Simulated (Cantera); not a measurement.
A closed system holds: 1 mol CuO, 2.5 mol CO, 4.8 mol H₂, held at 230 Pa.

Cantera equilibrium calculation (NASA polynomials, part measured and part estimated; ideal gas, pure solids and liquids). Candidate condensed phases: C, C₆H₆, C₇H₈, C₈H₁₈, Cu, CuO, Cu(OH)₂, Cu₂O, H₂O; 113 gas species. Equilibrium is a limit: real reactors are often held back by kinetics, nucleation or transport.

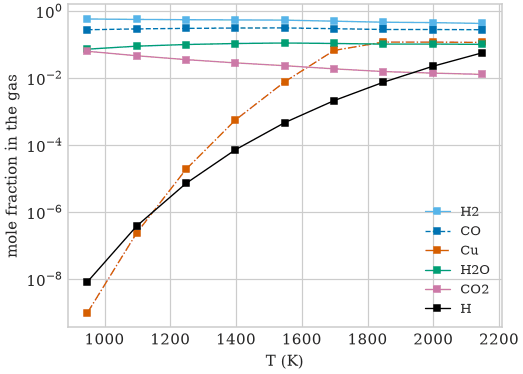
Figure: Equilibrium gas composition (values under 1e-9 drawn at 1e-9)

**Question.** Read off the mole fractions at 1848 K.

**Answer.** H₂ about 0.47, CO about 0.28, Cu about 0.12, H₂O about 0.10, CO₂ about 0.016, H about 0.0076.
